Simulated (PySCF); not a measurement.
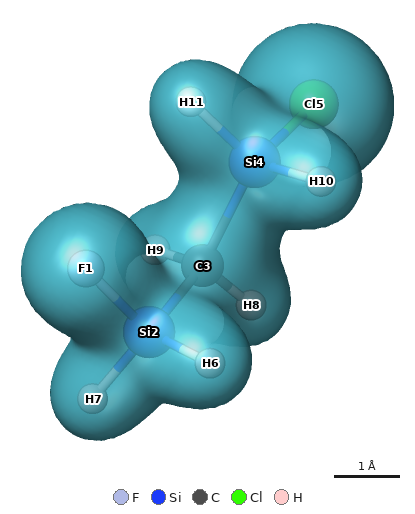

Figure. CH6ClFSi2 (SMILES F[SiH2]C[SiH2]Cl). Isosurface of the total electron density at 0.2 e/Å³ (cyan), seen at an oblique angle.

Geometry: GFN2-xTB.

Method: PBE0/pcSseg-1, SCF density, gas phase, non-relativistic (PySCF).

```xyz
11

F    -1.3531    1.7462    0.7743
Si   -1.6137    0.2139    0.3481
C    -0.1204   -0.3480   -0.6700
Si    1.5606   -0.0163    0.1532
Cl    3.0118   -0.7793   -1.0329
H    -1.7327   -0.5010    1.6094
H    -2.8458    0.2512   -0.4267
H    -0.2162   -1.4145   -0.8757
H    -0.1429    0.1456   -1.6433
H     1.6400   -0.7068    1.4397
H     1.8178    1.4117    0.2980
```

### How is the density connected at this value?

At this value the surface is in one piece. It bridges the sampled Si–F (1.61 Å), C–Si (1.89 Å), Si–Cl (2.02 Å) and C–H (1.09 Å) contacts, where the density stays above the isovalue. On the grid the lowest density along these lines, outside the cores, is 0.9 e/Å³ (Si–F, 1.61 Å), 0.79 e/Å³ (C–Si, 1.89 Å), 0.69 e/Å³ (Si–Cl, 2.02 Å) and 1.8 e/Å³ (C–H, 1.09 Å).
